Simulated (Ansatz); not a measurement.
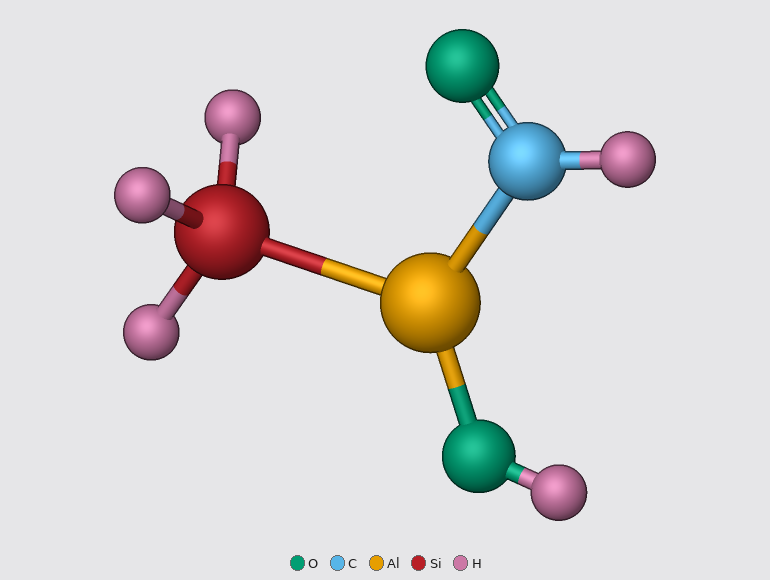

Figure made from data computed with Ansatz.

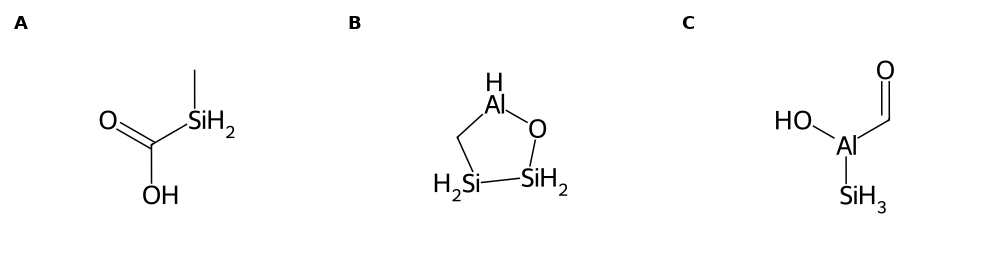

Question: The first picture shows one of the molecules drawn in the second. Which?

Answer: C, `O=[CH][Al]([OH])[SiH3]`.
